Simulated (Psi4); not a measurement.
# BGeH4 (SMILES [BH2][GeH2]) at UBLYP/def2-SVPD

What is the vertical ionisation energy of BGeH4 at UBLYP/def2-SVPD? 

Program for the calculation: Psi4 1.11.

2 further runs of the same task are left out: 2 set aside as unsound or not needed.

## (1) The structure to begin with

BGeH4 has 6 atoms, charge 0, and is taken as a doublet. SMILES: `[BH2][GeH2]`. The shape comes from GFN2-xTB, which is rough for such elements, and wasn't checked as a minimum.

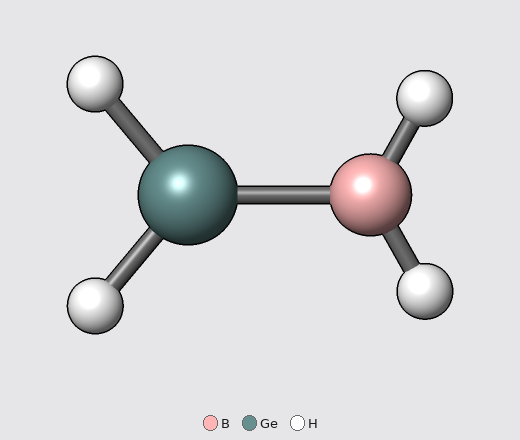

The structure, seen from a chosen angle (boron pink, germanium teal, hydrogen white).

## (2) The energy at UBLYP/def2-SVPD

bgeh4.json

```json
{
  "schema_name": "qcschema_input",
  "schema_version": 1,
  "molecule": {
    "schema_name": "qcschema_molecule",
    "schema_version": 2,
    "symbols": ["B", "Ge", "H", "H", "H", "H"],
    "geometry": [-0.02418849, -2.05898889, 0.23589451, 0.02405621, 1.54982109, -0.17083124, -1.46380075, -2.96806054, 1.64510108, 1.39936109, -3.29075018, -0.92165723, 1.6849932, 3.19832367, -1.86313768, -1.62042125, 3.56963596, 1.07463056],
    "molecular_charge": 0,
    "molecular_multiplicity": 2,
    "fix_symmetry": "c1"
  },
  "driver": "energy",
  "model": {
    "method": "blyp",
    "basis": "def2-SVPD"
  },
  "keywords": {
    "reference": "uks",
    "puream": true,
    "e_convergence": 1e-09,
    "d_convergence": 1e-08,
    "scf_type": "pk",
    "dft_radial_points": 99,
    "dft_spherical_points": 590,
    "maxiter": 200,
    "scf_properties": ["MAYER_INDICES", "LOWDIN_CHARGES", "WIBERG_LOWDIN_INDICES"]
  }
}
```

Run with:

```
psi4 --qcschema bgeh4.json -n 1 --memory 1600MB
```

stdout:

```text
[...]
  Running in c1 symmetry.
[...]
  Nuclear repulsion =   86.055500773819489
[...]
  Multiplicity = 2
[...]
  Nalpha       = 21
  Nbeta        = 20
[...]
    Number of basis functions: 90
[...]
   @UKS iter   1: -2102.40979876846950   -1.75470e+00   2.77216e-02 ADIIS/DIIS
[...]
   @UKS iter  13: -2103.93027704024507   -1.36424e-12   5.64290e-09 DIIS
[...]
   @S^2 Observed:                7.515936213E-01
[...]
    Orbital Energies [Eh]
    ---------------------
    Alpha Occupied:
       1A   -397.157136     2A    -49.185582     3A    -43.825283
       4A    -43.822373     5A    -43.821446     6A     -6.550002
       7A     -5.974453     8A     -4.201689     9A     -4.193987
      10A     -4.191414    11A     -1.109753    12A     -1.106796
      13A     -1.105396    14A     -1.102157    15A     -1.100956
      16A     -0.521375    17A     -0.425013    18A     -0.327055
      19A     -0.287906    20A     -0.285857    21A     -0.195604
    Alpha Virtual:
      22A     -0.072877    23A     -0.011804    24A      0.004816
      25A      0.023439    26A      0.037836    27A      0.063287
[...]
  @UKS Final Energy: -2103.93027704024507
   => Energetics <=
    Nuclear Repulsion Energy =             86.0555007738194888
    One-Electron Energy =               -3099.6908610368682275
    Two-Electron Energy =                 994.2474123100355428
    DFT Exchange-Correlation Energy =     -84.5423290872316642
    Empirical Dispersion Energy =           0.0000000000000000
    VV10 Nonlocal Energy =                  0.0000000000000000
    Total Energy =                      -2103.9302770402450733
[...]
 Multipole Moments:
 ------------------------------------------------------------------------------------
     Multipole            Electronic (a.u.)      Nuclear  (a.u.)        Total (a.u.)
 ------------------------------------------------------------------------------------
 L = 1.  Multiply by 2.5417464519 to convert [e a0] to [Debye]
 Dipole X            :          0.0532559           -0.0478953            0.0053607
 Dipole Y            :          3.1076731           -2.7805672            0.3271059
 Dipole Z            :         -0.3373345            0.3010431           -0.0362914
 Magnitude           :                                                    0.3291566
[...]
```

The result, in JSON:

```text
{
 "driver": "energy",
 "model": {
  "method": "blyp",
  "basis": "def2-SVPD"
 },
 "success": true,
 "return_result": -2103.930277040245,
 "properties": {
  "calcinfo_nbasis": 90,
  "calcinfo_nmo": 90,
  "calcinfo_nalpha": 21,
  "calcinfo_nbeta": 20,
  "calcinfo_natom": 6,
  "nuclear_repulsion_energy": 86.05550077381949,
  "return_energy": -2103.930277040245,
  "scf_one_electron_energy": -3099.6908610368682,
  "scf_two_electron_energy": 994.2474123100355,
  "scf_xc_energy": -84.54232908723166,
  "scf_dipole_moment": [0.0053606776602847656, 0.3271058742503885, -0.03629138027791823],
  "scf_total_energy": -2103.930277040245,
  "scf_iterations": 13
 }
}
```

Wall time 15 s (1 thread of Intel Xeon 6975P-C (Granite Rapids), shared host); peak memory 0.74 GiB.

## (3) The singlet cation at the same level

calc.py

```python
import psi4

psi4.set_memory(1600000000)
psi4.set_num_threads(1)
psi4.set_output_file('run.log', False)

molecule = psi4.geometry("""
1 1
B     -0.02418849    -2.05898889     0.23589451
Ge     0.02405621     1.54982109    -0.17083124
H     -1.46380075    -2.96806054     1.64510108
H      1.39936109    -3.29075018    -0.92165723
H      1.68499320     3.19832367    -1.86313768
H     -1.62042125     3.56963596     1.07463056
units bohr
symmetry c1
no_reorient
no_com
""")

psi4.set_options({
    'puream': True,
    'e_convergence': 1e-09,
    'd_convergence': 1e-08,
    'scf_type': 'pk',
    'dft_radial_points': 99,
    'dft_spherical_points': 590,
})

energy_value, wavefunction = psi4.energy("blyp/def2-SVPD", molecule=molecule, return_wfn=True)
psi4.oeprop(wavefunction, "WIBERG_LOWDIN_INDICES", "QUADRUPOLE", "LOWDIN_CHARGES", title="BLYP")
print(f'total energy {energy_value:.8f} hartree = {energy_value * 27.211386:.5f} eV')
for k, v in sorted(psi4.core.scalar_variables().items()):
    print(f'{k:45s} {v:18.10f}')
```

Run with:

```
python calc.py
```

run.log:

```text
[...]
  Running in c1 symmetry.
[...]
  Nuclear repulsion =   86.055500773819489
[...]
  Multiplicity = 1
[...]
  Nalpha       = 20
  Nbeta        = 20
[...]
    Number of basis functions: 90
[...]
   @RKS iter   1: -2102.32672534038693   -1.67162e+00   2.69321e-02 DIIS/ADIIS
[...]
   @RKS iter  11: -2103.61796267366344   -6.36646e-12   3.81723e-09 DIIS
[...]
    Orbital Energies [Eh]
    ---------------------
    Doubly Occupied:
       1A   -397.440524     2A    -49.468174     3A    -44.109621
       4A    -44.103871     5A    -44.103327     6A     -6.807489
       7A     -6.257018     8A     -4.490494     9A     -4.472567
      10A     -4.471491    11A     -1.395838    12A     -1.390157
      13A     -1.390091    14A     -1.379158    15A     -1.378133
      16A     -0.774673    17A     -0.656793    18A     -0.559781
      19A     -0.528536    20A     -0.516847
[...]
  @RKS Final Energy: -2103.61796267366344
   => Energetics <=
    Nuclear Repulsion Energy =             86.0555007738194888
    One-Electron Energy =               -3088.5778677966363830
    Two-Electron Energy =                 983.2131343666549128
    DFT Exchange-Correlation Energy =     -84.3087300175013610
    Empirical Dispersion Energy =           0.0000000000000000
    VV10 Nonlocal Energy =                  0.0000000000000000
    Total Energy =                      -2103.6179626736634418
[...]
 Multipole Moments:
 ------------------------------------------------------------------------------------
     Multipole            Electronic (a.u.)      Nuclear  (a.u.)        Total (a.u.)
 ------------------------------------------------------------------------------------
 L = 1.  Multiply by 2.5417464519 to convert [e a0] to [Debye]
 Dipole X            :         -0.6341296            0.6489886            0.0148589
 Dipole Y            :        -39.0927156           39.8084793            0.7157638
 Dipole Z            :          4.2768352           -4.3521904           -0.0753552
 Magnitude           :                                                    0.7198729
 L = 2.  Multiply by 1.3450342976 to convert [e a0^2] to [Debye ang]
 Quadrupole XX       :        -24.9137054            9.5873351          -15.3263704
 Quadrupole XY       :         -0.5881126            0.7866106            0.1984980
[...]
```

Standard output:

```text
total energy -2103.61796267 hartree = -57242.36038 eV
CURRENT ENERGY                                  -2103.6179626737
CURRENT REFERENCE ENERGY                        -2103.6179626737
DD SOLVATION ENERGY                                 0.0000000000
DFT FUNCTIONAL TOTAL ENERGY                     -2103.6179626737
DFT TOTAL ENERGY                                -2103.6179626737
DFT VV10 ENERGY                                     0.0000000000
DFT XC ENERGY                                     -84.3087300175
GRID ELECTRONS ALPHA                               20.0000000066
GRID ELECTRONS BETA                                20.0000000066
GRID ELECTRONS TOTAL                               40.0000000133
NUCLEAR REPULSION ENERGY                           86.0555007738
ONE-ELECTRON ENERGY                             -3088.5778677966
PCM POLARIZATION ENERGY                             0.0000000000
PE ENERGY                                           0.0000000000
SCF ITERATION ENERGY                            -2103.6179626737
SCF ITERATIONS                                     11.0000000000
SCF TOTAL ENERGY                                -2103.6179626737
TWO-ELECTRON ENERGY                               983.2131343667
XC GRID RADIAL POINTS                              99.0000000000
XC GRID SPHERICAL POINTS                          590.0000000000
XC GRID TOTAL POINTS                           336280.0000000000
```

It took 11 s on 1 thread of Intel Xeon 6975P-C (Granite Rapids), shared host; peak memory 0.74 GiB.

## (4) Outcome

At UBLYP/def2-SVPD:

| quantity | value |
| --- | --- |
| doublet BGeH4: total energy | -2103.93028 Eh |
| doublet BGeH4: dipole moment | 0.84 D |
| doublet BGeH4: HOMO energy (highest over α and β) | -5.32 eV |
| doublet BGeH4: LUMO energy (lowest over α and β) | -4.40 eV |
| doublet BGeH4: ⟨S²⟩ | 0.752 |
| singlet cation: total energy | -2103.61796 Eh |
| singlet cation: HOMO energy | -14.06 eV |
| singlet cation: LUMO energy | -11.68 eV |
| singlet cation: HOMO–LUMO gap | 2.38 eV |
| vertical ionisation energy (to the singlet cation) | 8.499 eV |

In words: Removing an electron at fixed nuclei costs 8.50 eV (820 kJ/mol). Only the singlet of the ionised species was computed; a triplet could lie lower.
